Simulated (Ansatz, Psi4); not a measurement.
Intermolecular potential of CO ··· H2S (SMILES [C-]#[O+] and S). Monomers: optimised at B3LYP-D3(BJ) (def2-TZVP), held rigid. Orientation: lowest of the rigid-body minima from ten starts at GFN2-xTB (searched outside a hard wall at short contacts). The monomers approach along the line of their centres of mass (distance R); nothing else relaxes. The shortest distances reach bonding range, where SAPT0 and rigid monomers are unreliable.

Computed with: SAPT0/jun-cc-pVDZ, frozen core (Psi4); revPBE/def2-TZVP, counterpoise-corrected (Psi4); PBE/def2-TZVP, counterpoise-corrected (Psi4); wB97M-V/def2-TZVP, counterpoise-corrected (Psi4); CCSD(T)/aug-cc-pVTZ = CCSD(T) on RHF/aug-cc-pVTZ, frozen core, counterpoise-corrected in Ansatz (an electronic-structure program).

Cost and agreement with CCSD(T)/aug-cc-pVTZ over the 12 points of the scan, with CCSD(T)/aug-cc-pVTZ as yardstick. Costs are rough ratios of core time within Psi4 on shared cores, each with its mean field (Kohn-Sham runs search longer for lower solutions than correlated ones do); the miss is the largest difference from CCSD(T) of the interaction energy, in kcal/mol.

Problem. Which is the cheapest of these levels that stays within 5.4 kcal/mol of CCSD(T)/aug-cc-pVTZ?

Solution. SAPT0/jun-cc-pVDZ.

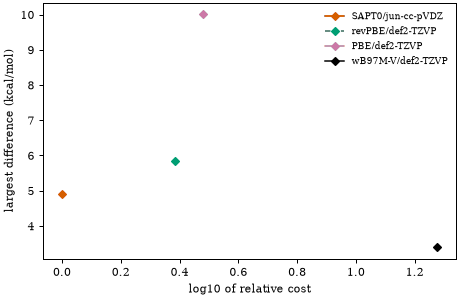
Miss against cost, one point a level.

```tsv
level	relative cost	largest difference
SAPT0/jun-cc-pVDZ	1	4.92
revPBE/def2-TZVP	2	5.84
PBE/def2-TZVP	3	10.01
wB97M-V/def2-TZVP	20	3.40
```

Costs within a factor of two of each other count as equal.
